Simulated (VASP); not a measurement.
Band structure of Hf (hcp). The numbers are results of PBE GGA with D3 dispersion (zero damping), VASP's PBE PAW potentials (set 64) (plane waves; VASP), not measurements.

Unless said otherwise, spin-orbit coupling is left out, though it shifts the bands of the heavy elements here.

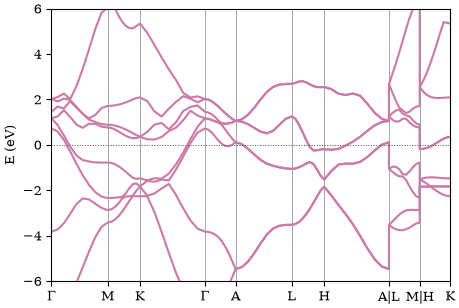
Bands along high-symmetry lines, zero at the valence-band maximum or, without a gap, the Fermi level

Problem. Read the plot: is there a gap, and where are the band edges?

Solution. It has no gap at this level: it comes out as a metal or semimetal. (Edges off the drawn lines would not show.)

The compound is Hf in the hcp structure. It was relaxed first.
